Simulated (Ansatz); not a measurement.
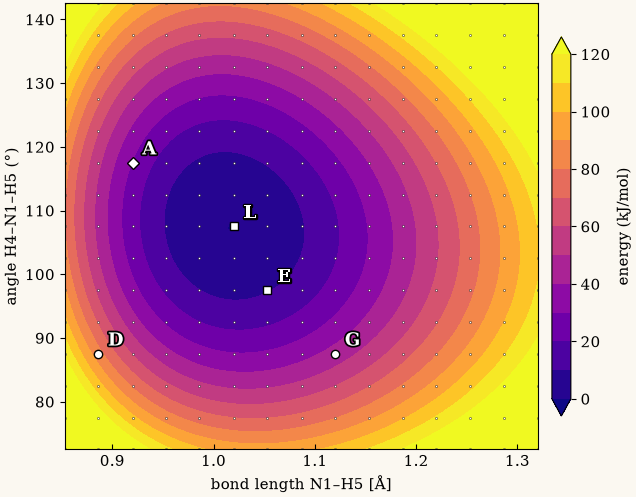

CuFH₃N, SMILES [NH3+][Cu-][F]. Coordinates scanned: (1) bond length N1–H5; (2) angle H4–N1–H5. Nothing is relaxed (all other coordinates rigid). The scan uses a 15 × 15 grid. Points are written as (first, second). Energies: kJ/mol, counted from the lowest grid point. Theory: Ansatz, RKS PBE0-D4/def2-TZVP.

Drawn: filled contours, dots at the grid points, one colour for all values above the top of the scale, lettered points. Between grid points the surface is interpolated.

Q: Is G the lowest point of the computed grid?

A: No. G lies 44 kJ/mol above the lowest grid point, which is at (1.020 Å, 107.5°).

Q: Rank the lettered points by energy, lowest first.

A: L (0 kJ/mol), E (9 kJ/mol), A (29 kJ/mol), G (44 kJ/mol), D (84 kJ/mol).

Q: What kind of point is each of A, D, E, G, L: minimum, saddle, maximum or slope?

A: A: on a slope; D: on a slope; E: on a slope; G: on a slope; L: minimum. (In these two coordinates alone; a stationary point may lie a little off the grid point.)
